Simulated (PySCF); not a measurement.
**Geometry relaxation, with input and output: C$_{8}$H$_{16}$GeO**

The run: geometry relaxation of C$_{8}$H$_{16}$GeO. Method and program: PBE0-D3(BJ)/def2-SVP geometry optimisation, gas phase (PySCF 2.14.0).

It belongs to a series of runs on one base structure; here: H on C replaced by OGeH3.

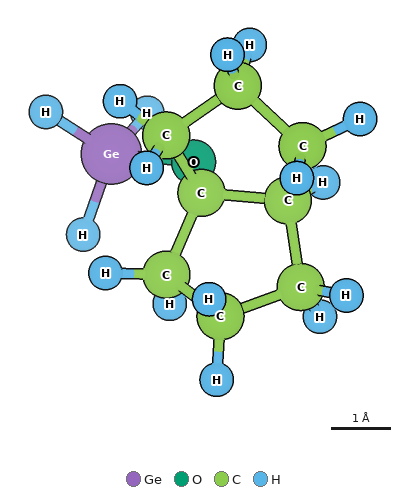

*The structure as given in the input (ball-and-stick view, seen at a tilt). Sticks mark near contacts.*

Bond lengths as drawn: C–C 1.53 to 1.55 Å, C–H 1.05 to 1.12 Å, C–O 1.42 Å, Ge–H 1.46 to 1.52 Å and Ge–O 1.76 Å.

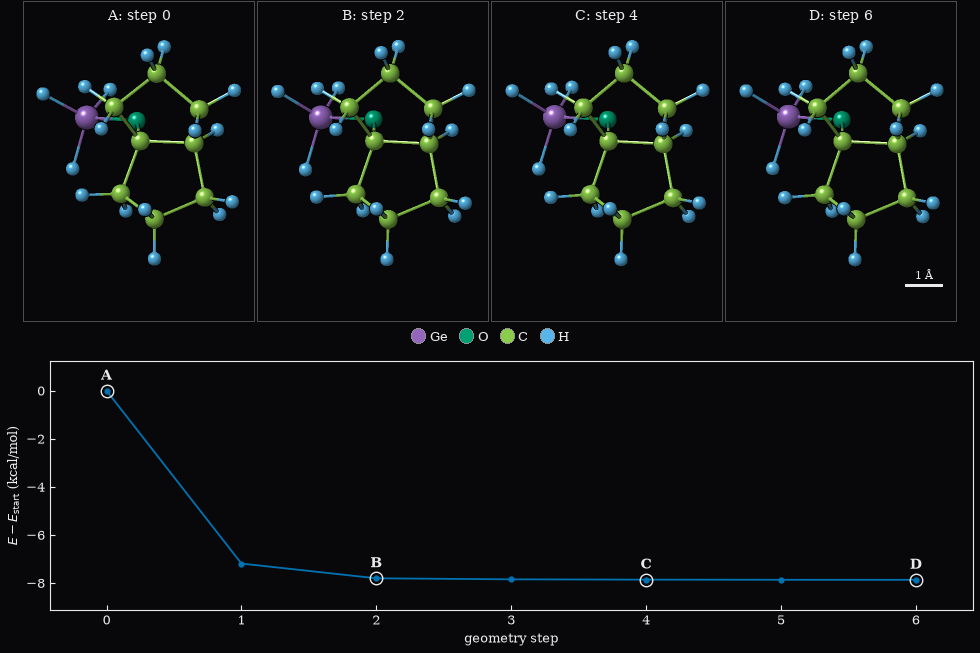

*Frames of the relaxation (ball-and-stick view, seen at a tilt) above the curves, on which the letters mark them (steps are counted from 0).*

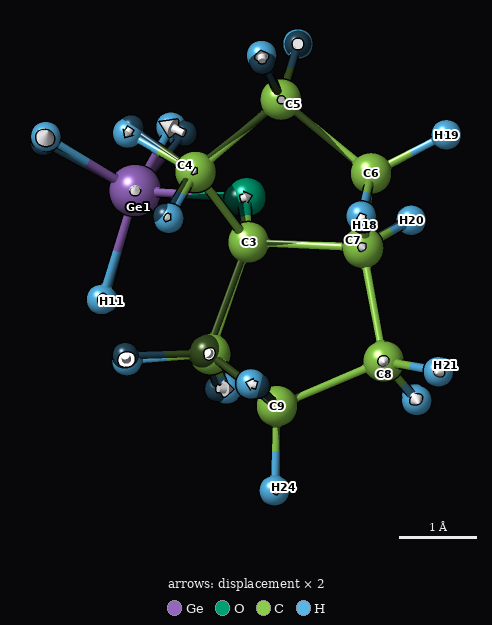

*Start (faint) and end (solid) with the displacements as white arrows, magnified 2 times (ball-and-stick view, seen at a tilt). The two geometries are laid on each other by the best rigid fit.*

The largest move after the best rigid fit is that of H13, 0.21 Å. Largest moves by element: H 0.21 Å, O 0.09 Å, C 0.09 Å, Ge 0.07 Å. Among the contacts that change: Ge1–H13 1.458 → 1.534 Å, C9–H23 1.050 → 1.104 Å, Ge1–H12 1.499 → 1.543 Å, C4–H15 1.062 → 1.101 Å. Among the angles that change: Ge1–O2–C3 130.6° → 124.1°, O2–Ge1–H13 98.6° → 103.6°, H12–Ge1–H13 115.4° → 111.2°. After 6 geometry steps the energy has fallen by 7.86 kcal/mol. The largest force component goes from 2.6 to 0.021 eV/Å. (Atoms are counted from 1 in the order of the input.)

The input that produced these results follows, with the program's output.

**Input**
```
{"job": {"xc": "PBE0", "basis": "def2-SVP", "d3": "d3bj", "grid": 1, "shake": 0.01, "kind": "geom"}, "charge": 0, "multiplicity": 1}
Ge     3.172170    -0.404930    -0.602750
O      1.435900    -0.622230    -0.769820
C      0.358170    -0.033200    -0.057520
C      0.271060    -0.666910     1.339140
C     -0.742490    -1.825280     1.118520
C     -1.785590    -1.191030     0.202230
C     -0.950470    -0.352160    -0.776600
C     -1.570820     1.011090    -1.121800
C     -0.986130     1.972600    -0.073190
C      0.460920     1.497770     0.006330
H      3.545000     1.016830    -0.980650
H      3.637850    -0.657170     0.799990
H      3.609990    -1.381790    -1.592170
H     -0.201200     0.058380     2.047410
H      1.203430    -1.007530     1.717790
H     -1.167750    -2.175260     2.067600
H     -0.232480    -2.630150     0.619130
H     -2.453870    -0.545440     0.790860
H     -2.392170    -1.950020    -0.302100
H     -0.765970    -0.921090    -1.671080
H     -2.690860     0.976510    -1.084940
H     -1.281690     1.293780    -2.128990
H     -1.471410     1.859900     0.851650
H     -1.074940     3.013430    -0.401180
H      1.002650     1.837180     0.891670
H      1.002510     1.851320    -0.886260
```

The first line tells a small driver script what to run in PySCF; the rest is the geometry in Å.

Command:
```bash
OMP_NUM_THREADS=1 python <driver script> task.json out
```

**What the program printed**
```
step   0  E = -2465.47775199  max force = 0.051168
step   1  E = -2465.48920450  max force = 0.011402
step   2  E = -2465.49018198  max force = 0.002828
step   3  E = -2465.49024928  max force = 0.000894
step   4  E = -2465.49027025  max force = 0.000379
step   5  E = -2465.49027899  max force = 0.000565
step   6  E = -2465.49028259  max force = 0.000414
optimisation converged
```

**Trajectory as extended XYZ (Å, eV, eV/Å), 7 frames, from step=0 to step=6**
```
26
Properties=species:S:1:pos:R:3:forces:R:3 step=0 energy=-67089.06683
Ge    3.1722   -0.4049   -0.6028   -0.5788   0.9410   0.3463
O     1.4359   -0.6222   -0.7698   -0.9214  -0.1957  -0.1878
C     0.3582   -0.0332   -0.0575    1.6493   0.1766   0.3708
C     0.2711   -0.6669    1.3391   -2.6311  -0.0355  -0.4574
C    -0.7425   -1.8253    1.1185    0.0241   1.3297   0.7149
C    -1.7856   -1.1910    0.2022    0.5432  -0.2239   0.1101
C    -0.9505   -0.3522   -0.7766   -1.1355   0.5779   0.3980
C    -1.5708    1.0111   -1.1218   -0.9169  -0.3095   0.8165
C    -0.9861    1.9726   -0.0732    0.9962  -0.0654  -2.2211
C     0.4609    1.4978    0.0063   -0.2088  -0.0127  -0.3524
H     3.5450    1.0168   -0.9807    0.1849   0.4372  -0.1454
H     3.6378   -0.6572    0.8000    0.2665  -0.2483   0.7544
H     3.6100   -1.3818   -1.5922    0.7577  -1.0272  -0.9496
H    -0.2012    0.0584    2.0474    0.3933  -0.2955  -0.1930
H     1.2034   -1.0075    1.7178    1.2577  -0.1941   0.4957
H    -1.1678   -2.1753    2.0676   -0.0004  -0.2623   0.0382
H    -0.2325   -2.6301    0.6191    0.3247  -0.7737  -0.3860
H    -2.4539   -0.5454    0.7909   -0.1070   0.0418   0.0457
H    -2.3922   -1.9500   -0.3021   -0.2395  -0.0035  -0.1178
H    -0.7660   -0.9211   -1.6711    0.3834  -0.4517  -0.6007
H    -2.6909    0.9765   -1.0849    0.5952   0.0458  -0.1435
H    -1.2817    1.2938   -2.1290    0.1659   0.3407  -0.4506
H    -1.4714    1.8599    0.8517   -0.9632  -0.1754   1.7229
H    -1.0749    3.0134   -0.4012   -0.0289   0.2407   0.1477
H     1.0027    1.8372    0.8917    0.1665   0.1571   0.2383
H     1.0025    1.8513   -0.8863    0.0229  -0.0141   0.0058
26
Properties=species:S:1:pos:R:3:forces:R:3 step=1 energy=-67089.37847
Ge    2.2806   -0.0599   -0.1506   -0.1056  -0.2092  -0.1135
O     0.4972   -0.2450   -0.3169    0.5863  -0.0167  -0.0176
C    -0.4526    0.4620    0.4470   -0.2973   0.0157  -0.0056
C    -0.6030   -0.1527    1.8493    0.4683  -0.2069   0.0923
C    -1.6359   -1.2570    1.6686    0.1517  -0.1087  -0.0720
C    -2.6758   -0.5789    0.7843   -0.0950   0.0024  -0.0099
C    -1.8564    0.2415   -0.2209    0.0956  -0.0991  -0.1387
C    -2.3952    1.6383   -0.5419    0.1167   0.0832  -0.1593
C    -1.6642    2.5533    0.4399   -0.3351  -0.0906   0.4552
C    -0.2521    1.9836    0.4558    0.0673   0.0304   0.0916
H     2.7122    1.3834   -0.5271   -0.0605  -0.1686   0.0533
H     2.7518   -0.3875    1.3012   -0.1159   0.0525  -0.2702
H     2.8386   -1.0906   -1.1787   -0.1498   0.2720   0.3060
H    -0.9776    0.6069    2.5517   -0.0815   0.0635   0.0589
H     0.3762   -0.5032    2.2435   -0.3181   0.1087  -0.1087
H    -2.0424   -1.6477    2.6134   -0.0047   0.0040   0.0150
H    -1.1657   -2.1035    1.1304   -0.1053   0.1257   0.0610
H    -3.3005    0.0936    1.4010    0.0245  -0.0237  -0.0100
H    -3.3602   -1.2843    0.2879   -0.0054   0.0106   0.0249
H    -1.6828   -0.3520   -1.1351   -0.0301   0.0829   0.1178
H    -3.4894    1.7107   -0.4607   -0.0578  -0.0281  -0.0212
H    -2.1252    1.9230   -1.5763   -0.0403  -0.0409   0.1111
H    -2.1444    2.4583    1.4459    0.2929   0.0692  -0.3453
H    -1.7080    3.6173    0.1699    0.0143   0.0651  -0.0173
H     0.3619    2.3306    1.3063   -0.0330  -0.0043  -0.0838
H     0.2622    2.2719   -0.4751    0.0177   0.0111  -0.0139
26
Properties=species:S:1:pos:R:3:forces:R:3 step=2 energy=-67089.40507
Ge    2.2697   -0.0675   -0.1300   -0.0440  -0.0610  -0.0375
O     0.5042   -0.2429   -0.3323    0.1011   0.0227  -0.0414
C    -0.4531    0.4632    0.4304   -0.1454   0.0177   0.0288
C    -0.5882   -0.1535    1.8341    0.1015  -0.0193   0.0404
C    -1.6201   -1.2588    1.6586    0.0187  -0.0189  -0.0055
C    -2.6712   -0.5800    0.7859   -0.0158   0.0005   0.0028
C    -1.8602    0.2423   -0.2271    0.0736  -0.0169  -0.0023
C    -2.4041    1.6411   -0.5367    0.0126   0.0402   0.0159
C    -1.6653    2.5556    0.4434   -0.1183  -0.0326   0.1057
C    -0.2522    1.9869    0.4381    0.0451  -0.0091  -0.0199
H     2.7106    1.3668   -0.4803    0.0045   0.0157  -0.0010
H     2.6898   -0.4039    1.3161    0.0009   0.0006   0.0039
H     2.8417   -1.0822   -1.1301   -0.0040   0.0195   0.0331
H    -0.9673    0.6039    2.5419   -0.0234  -0.0046  -0.0135
H     0.3856   -0.4982    2.2200   -0.0625   0.0220  -0.0097
H    -2.0175   -1.6504    2.6074   -0.0035  -0.0002   0.0021
H    -1.1615   -2.1015    1.1144   -0.0136   0.0130  -0.0001
H    -3.2872    0.0910    1.4111    0.0068   0.0048  -0.0025
H    -3.3624   -1.2846    0.2988   -0.0024   0.0008   0.0053
H    -1.6959   -0.3462   -1.1412   -0.0095   0.0099   0.0023
H    -3.4999    1.7053   -0.4473   -0.0002  -0.0120  -0.0101
H    -2.1467    1.9286   -1.5697    0.0016   0.0049   0.0163
H    -2.1108    2.4629    1.4529    0.0503   0.0102  -0.0831
H    -1.7112    3.6223    0.1761    0.0121  -0.0026  -0.0157
H     0.3713    2.3357    1.2775    0.0106   0.0008  -0.0109
H     0.2513    2.2763   -0.4993    0.0032  -0.0062  -0.0035
26
Properties=species:S:1:pos:R:3:forces:R:3 step=3 energy=-67089.40690
Ge    2.2683   -0.0732   -0.1249   -0.0137  -0.0037   0.0088
O     0.5057   -0.2382   -0.3392    0.0049   0.0176  -0.0276
C    -0.4543    0.4655    0.4258   -0.0460  -0.0009   0.0239
C    -0.5853   -0.1519    1.8302    0.0124   0.0027  -0.0026
C    -1.6150   -1.2595    1.6549   -0.0061   0.0012   0.0048
C    -2.6688   -0.5804    0.7855   -0.0046  -0.0054   0.0010
C    -1.8605    0.2438   -0.2286    0.0348  -0.0107   0.0040
C    -2.4081    1.6429   -0.5320   -0.0054   0.0084   0.0131
C    -1.6681    2.5555    0.4471   -0.0142   0.0068   0.0090
C    -0.2530    1.9887    0.4313    0.0138  -0.0026  -0.0042
H     2.7192    1.3606   -0.4670    0.0026   0.0056  -0.0022
H     2.6740   -0.4141    1.3239    0.0081   0.0001   0.0119
H     2.8458   -1.0874   -1.1176    0.0099  -0.0147  -0.0093
H    -0.9700    0.6037    2.5370   -0.0107  -0.0001  -0.0117
H     0.3867   -0.4927    2.2172    0.0057   0.0030   0.0104
H    -2.0109   -1.6521    2.6041    0.0010  -0.0016  -0.0010
H    -1.1579   -2.1008    1.1087    0.0025  -0.0020  -0.0075
H    -3.2822    0.0907    1.4129    0.0025   0.0038   0.0000
H    -3.3617   -1.2844    0.3004   -0.0020   0.0006   0.0012
H    -1.6989   -0.3417   -1.1447   -0.0058   0.0005  -0.0080
H    -3.5041    1.7024   -0.4407    0.0012  -0.0041  -0.0044
H    -2.1538    1.9351   -1.5638    0.0035   0.0038  -0.0038
H    -2.1041    2.4625    1.4571   -0.0006  -0.0023   0.0043
H    -1.7154    3.6221    0.1793    0.0066  -0.0028  -0.0063
H     0.3767    2.3382    1.2656    0.0083   0.0019  -0.0019
H     0.2449    2.2768   -0.5095   -0.0085  -0.0050  -0.0020
26
Properties=species:S:1:pos:R:3:forces:R:3 step=4 energy=-67089.40747
Ge    2.2676   -0.0796   -0.1207    0.0026   0.0032   0.0165
O     0.5055   -0.2337   -0.3438   -0.0166   0.0128  -0.0152
C    -0.4555    0.4683    0.4232    0.0109  -0.0107   0.0122
C    -0.5839   -0.1497    1.8274   -0.0148   0.0031  -0.0113
C    -1.6106   -1.2603    1.6512   -0.0078   0.0043   0.0069
C    -2.6667   -0.5816    0.7842    0.0012  -0.0045   0.0002
C    -1.8606    0.2454   -0.2296    0.0030   0.0002   0.0016
C    -2.4114    1.6449   -0.5279   -0.0070  -0.0033   0.0042
C    -1.6704    2.5569    0.4509    0.0183   0.0101  -0.0190
C    -0.2544    1.9912    0.4280    0.0010  -0.0016   0.0057
H     2.7285    1.3522   -0.4606   -0.0002   0.0003  -0.0025
H     2.6656   -0.4217    1.3305    0.0037   0.0014   0.0023
H     2.8463   -1.0976   -1.1094    0.0037  -0.0096  -0.0079
H    -0.9737    0.6048    2.5324   -0.0040   0.0008  -0.0044
H     0.3884   -0.4864    2.2165    0.0135   0.0006   0.0110
H    -2.0051   -1.6550    2.6001    0.0030  -0.0031  -0.0012
H    -1.1524   -2.0997    1.1029    0.0039  -0.0012  -0.0054
H    -3.2792    0.0885    1.4136    0.0002   0.0012   0.0002
H    -3.3601   -1.2854    0.2994    0.0000   0.0003   0.0001
H    -1.7008   -0.3373   -1.1478   -0.0017   0.0017  -0.0048
H    -3.5074    1.7012   -0.4356    0.0007   0.0010   0.0000
H    -2.1589    1.9404   -1.5593    0.0010   0.0015  -0.0042
H    -2.1014    2.4630    1.4622   -0.0131  -0.0041   0.0195
H    -1.7184    3.6234    0.1827    0.0009  -0.0018   0.0002
H     0.3803    2.3413    1.2584    0.0037   0.0001  -0.0011
H     0.2380    2.2785   -0.5159   -0.0064  -0.0026  -0.0038
26
Properties=species:S:1:pos:R:3:forces:R:3 step=5 energy=-67089.40771
Ge    2.2670   -0.0846   -0.1180    0.0085   0.0011   0.0089
O     0.5048   -0.2305   -0.3470   -0.0174   0.0053  -0.0009
C    -0.4561    0.4702    0.4218    0.0291  -0.0107   0.0006
C    -0.5840   -0.1481    1.8257   -0.0113  -0.0007  -0.0091
C    -1.6074   -1.2613    1.6478   -0.0035   0.0028   0.0043
C    -2.6652   -0.5830    0.7826    0.0014  -0.0020  -0.0015
C    -1.8610    0.2474   -0.2302   -0.0146   0.0032   0.0005
C    -2.4136    1.6474   -0.5243   -0.0003  -0.0060  -0.0021
C    -1.6710    2.5585    0.4542    0.0193   0.0050  -0.0147
C    -0.2548    1.9929    0.4265   -0.0058   0.0012   0.0066
H     2.7354    1.3443   -0.4607   -0.0012  -0.0018  -0.0019
H     2.6606   -0.4240    1.3354   -0.0008   0.0017  -0.0020
H     2.8445   -1.1086   -1.1021   -0.0011  -0.0012  -0.0015
H    -0.9784    0.6055    2.5290   -0.0002   0.0013  -0.0007
H     0.3888   -0.4810    2.2175    0.0059   0.0015   0.0061
H    -2.0006   -1.6590    2.5960    0.0026  -0.0031  -0.0007
H    -1.1469   -2.0983    1.0974    0.0013   0.0009  -0.0029
H    -3.2778    0.0853    1.4138   -0.0012  -0.0003  -0.0003
H    -3.3582   -1.2867    0.2971    0.0006  -0.0006  -0.0003
H    -1.7024   -0.3326   -1.1505    0.0017   0.0023  -0.0010
H    -3.5095    1.7023   -0.4306    0.0007   0.0026   0.0033
H    -2.1628    1.9452   -1.5555   -0.0018  -0.0011  -0.0014
H    -2.0997    2.4637    1.4668   -0.0078  -0.0016   0.0096
H    -1.7193    3.6249    0.1862   -0.0019   0.0005   0.0039
H     0.3837    2.3430    1.2540    0.0004   0.0002  -0.0007
H     0.2331    2.2794   -0.5199   -0.0024  -0.0005  -0.0021
26
Properties=species:S:1:pos:R:3:forces:R:3 step=6 energy=-67089.40781
Ge    2.2663   -0.0878   -0.1167    0.0065  -0.0003   0.0006
O     0.5039   -0.2293   -0.3486   -0.0090  -0.0004   0.0046
C    -0.4561    0.4712    0.4211    0.0213  -0.0056  -0.0034
C    -0.5846   -0.1474    1.8245   -0.0034  -0.0032  -0.0027
C    -1.6056   -1.2625    1.6447    0.0001   0.0016   0.0022
C    -2.6646   -0.5842    0.7809    0.0011   0.0001  -0.0011
C    -1.8615    0.2493   -0.2305   -0.0155   0.0031   0.0005
C    -2.4148    1.6498   -0.5211    0.0035  -0.0022  -0.0038
C    -1.6702    2.5599    0.4571    0.0081  -0.0012  -0.0043
C    -0.2544    1.9937    0.4262   -0.0047   0.0008   0.0025
H     2.7390    1.3379   -0.4663   -0.0009  -0.0019  -0.0011
H     2.6573   -0.4208    1.3389   -0.0024   0.0012  -0.0022
H     2.8422   -1.1188   -1.0950   -0.0022   0.0026   0.0018
H    -0.9820    0.6056    2.5268    0.0003   0.0005   0.0008
H     0.3884   -0.4778    2.2186   -0.0013   0.0015   0.0014
H    -1.9976   -1.6633    2.5920    0.0016  -0.0019  -0.0004
H    -1.1431   -2.0970    1.0923   -0.0007   0.0017  -0.0011
H    -3.2779    0.0821    1.4135   -0.0015  -0.0009  -0.0009
H    -3.3568   -1.2879    0.2942    0.0013  -0.0009  -0.0003
H    -1.7035   -0.3283   -1.1523    0.0033   0.0025   0.0001
H    -3.5105    1.7048   -0.4254   -0.0001   0.0020   0.0040
H    -2.1658    1.9491   -1.5525   -0.0030  -0.0013   0.0002
H    -2.0978    2.4641    1.4704   -0.0009   0.0004  -0.0006
H    -1.7186    3.6265    0.1901   -0.0020   0.0013   0.0036
H     0.3867    2.3434    1.2519   -0.0004   0.0000  -0.0001
H     0.2308    2.2799   -0.5217    0.0009   0.0006  -0.0003
```

**Key numbers**

- outcome: converged
- total energy: −2465.490283 hartree
- dipole moment: 0.98 D
- point group: C1
- hardware: 1 CPU thread, shared host
- wall time: 11 min
- peak memory: 1.1 GiB
